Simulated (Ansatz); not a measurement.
Breaking a bond: MgN (cation, charge +1), lowest triplet found (which spin is the ground state isn't settled by this scan).

Levels: UKS-PBE = unrestricted PBE/aug-cc-pVDZ in Ansatz (a quantum-chemistry and plane-wave program); UKS-PBE0 = Ansatz with unrestricted PBE0/aug-cc-pVDZ; UKS-CAM-B3LYP = unrestricted CAM-B3LYP/aug-cc-pVDZ run with Ansatz; FCI = full CI/aug-cc-pVDZ, frozen core (Ansatz).

Cost and accuracy over the 22 points of the scan, with FCI as yardstick. Costs are rough ratios of core time within Ansatz on shared cores, each with its mean field (Kohn-Sham runs search longer for lower solutions than correlated ones do); the miss is the largest error against full CI of the curve after the mean shift, in kcal/mol.

Problem. Which is the cheapest of these levels that stays within 12 kcal/mol of FCI?

Solution. UKS-PBE0.

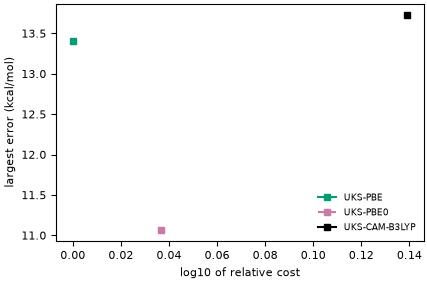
Figure. Miss against cost, one point a level.

```
level          relative cost  largest error
-------------  -------------  -------------
UKS-PBE                    1           13.4
UKS-PBE0                   1           11.1
UKS-CAM-B3LYP              1           13.7
```

Costs within a factor of two of each other count as equal.

The unrestricted determinant behind UKS-PBE is spin-contaminated at 2.02 to 7.22 Å (<S²> up to 3.0, against 2.00 for a pure triplet). The unrestricted determinant behind UKS-PBE0, UKS-CAM-B3LYP is spin-contaminated at 1.86 to 7.22 Å (<S²> up to 3.0, against 2.00 for a pure triplet). At the minimum UKS-CAM-B3LYP lies far from FCI: another state is possible. Also computed but left out beside FCI, since their determinant holds another spin at the minimum (<S²> over 0.7 above the pure value): UHF, UMP2, UCCSD, UCCSD(T), UCCSDT, UCCSDT(Q), UMP2/3-21G.
